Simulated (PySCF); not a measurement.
# H₄O₃Si, SMILES `O[SiH](O)O`: electronic structure

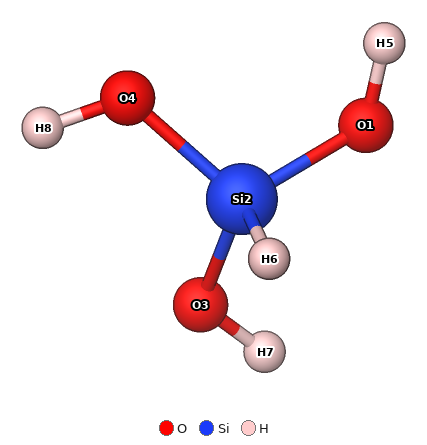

The molecule, with its atoms numbered as below. No frequency check shows the geometry to be a minimum.

Coordinates in Å:

```
O1       1.2768    0.8295   -0.2321
Si2     -0.0003   -0.0001    0.3298
O3       0.0803   -1.5203   -0.2323
O4      -1.3564    0.6908   -0.2325
H5       1.2271    1.7788   -0.2757
H6      -0.0013    0.0003    1.7864
H7       0.9273   -1.9519   -0.2757
H8      -2.1537    0.1731   -0.2762
```

## 1. Bonding charge

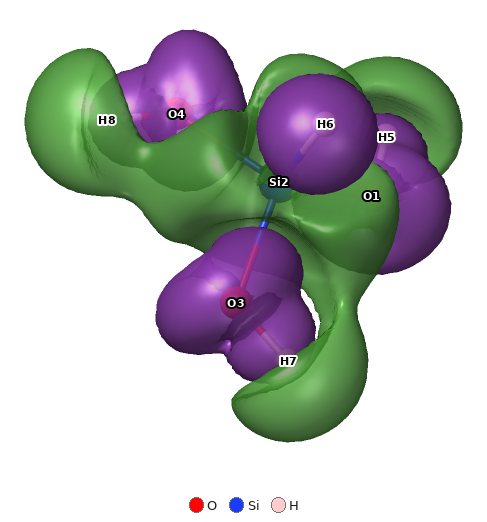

Deformation density (molecule less spherical, spin-averaged free atoms at the same positions), surfaces at ±0.04 e/Å³; purple: gain, green: loss.

Method: B3LYP/def2-SVPD; geometry: GFN2-xTB; program: PySCF.

Q: How much density has each bond gained at its critical point, relative to the free atoms?

A: O1–H5, O3–H7 and O4–H8: +0.79 e/Å³ at the bond critical point (bond length 0.95 Å). Si2–H6: +0.20 e/Å³ at the bond critical point (bond length 1.46 Å). Si2–O4, Si2–O3 and O1–Si2: +0.05 e/Å³ at the bond critical point (bond length 1.62 Å); up to 0.6 Å beside the axis the gain reaches +0.40 e/Å³. In all, 1.9 electrons gather in the regions of gain relative to the promolecule. A small or negative value marks a very polar bond, one between electron-rich atoms, whose free-atom densities already overlap strongly, a long bond to a heavier atom, or a closed-shell contact such as a hydrogen bond.

Q: Where do the Hirshfeld charges lie?

A: The highest Hirshfeld charge is on Si2 (+0.51 e), the lowest on O1, O3 and O4 (−0.31 e).

| atom | charge (e) |
| --- | --- |
| O1 | −0.31 |
| Si2 | +0.51 |
| O3 | −0.31 |
| O4 | −0.31 |
| H5 | +0.17 |
| H6 | −0.10 |
| H7 | +0.17 |
| H8 | +0.17 |

## 2. Local ionisation energy

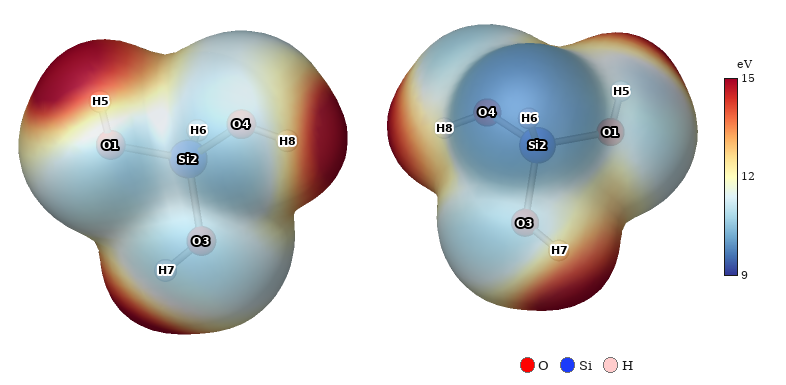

Average local ionisation energy on the surface of electron density 0.001 a.u. (back view left, front view right).

Q: Where are the most loosely bound electrons on this surface?

A: The lowest value is 9.8 eV, 1.5 Å from H6. Further minima include 10.5 eV, off the O3–H7 bond (1.9 to 2.1 Å from its atoms), and at like points elsewhere. For comparison, the highest occupied orbital lies at −8.7 eV.

Q: What volume does the surface enclose, and what is the dipole moment?

A: About 88 Å³; the dipole moment is 0.5 D.

## 3. In an electric field

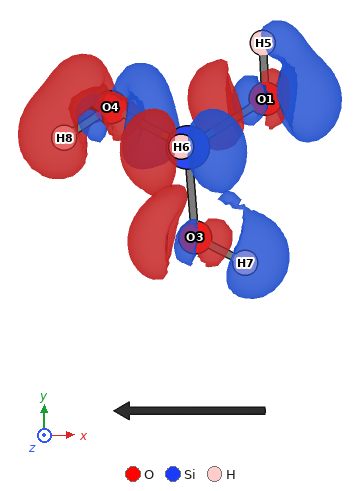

Change of the electron density in a uniform field of 0.21 V/Å along −x (arrow), surfaces at ±0.0015 e/Å³ (blue: gain, red: loss).

Computed with PySCF, B3LYP/def2-SVPD, geometry: GFN2-xTB.

The field was applied in both directions; the picture shows the one opposite to the script's first.

Q: What dipole is induced, and what polarisability does it imply?

A: The induced dipole is 0.39 D (along the field); α along this axis, from the fields in both directions, is 38 bohr³ (5.7 Å³).

## 4. Removing or adding an electron

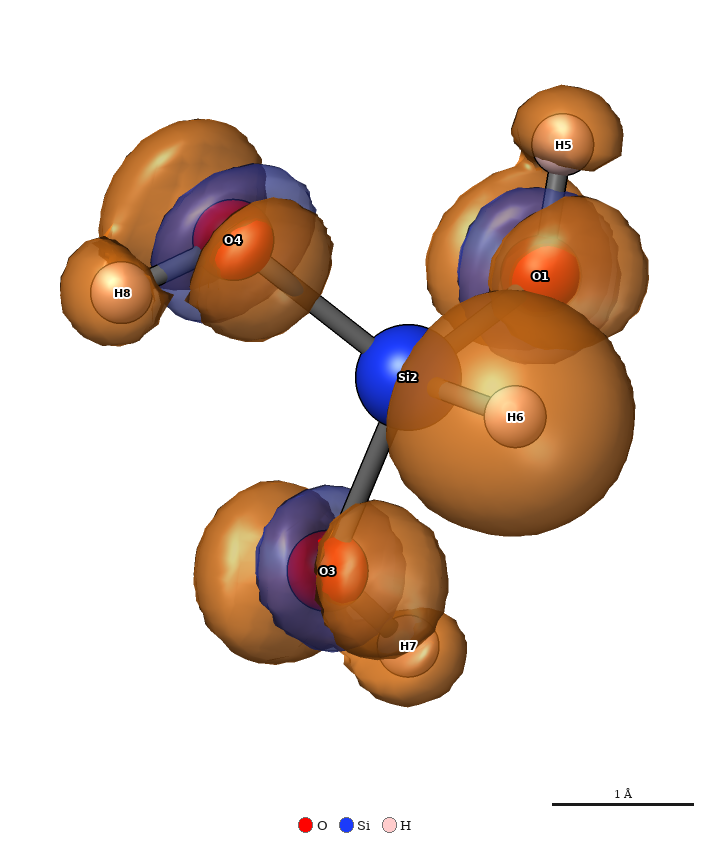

Fukui function f⁻ = ρ(N) − ρ(N−1) at fixed geometry, surfaces at ±0.03 e/Å³ (orange positive, blue negative).

Q: Which atoms respond most to the removal of an electron?

A: f⁻ (Hirshfeld-condensed) is largest on H6 (0.21), Si2 (0.17) and O1, O3 and O4 (0.15 each); the vertical ionisation energy is 11.26 eV. Condensed values hint at sites of electrophilic attack but needn't mark the atom that reacts. Shares this close don't rank the sites. Orbital relaxation makes it negative in places (0.14 e in all).

```tsv
atom	f⁻	charge
O1	+0.15	−0.31
Si2	+0.17	+0.51
O3	+0.15	−0.31
O4	+0.15	−0.31
H5	+0.06	+0.17
H6	+0.21	−0.10
H7	+0.06	+0.17
H8	+0.06	+0.17
```
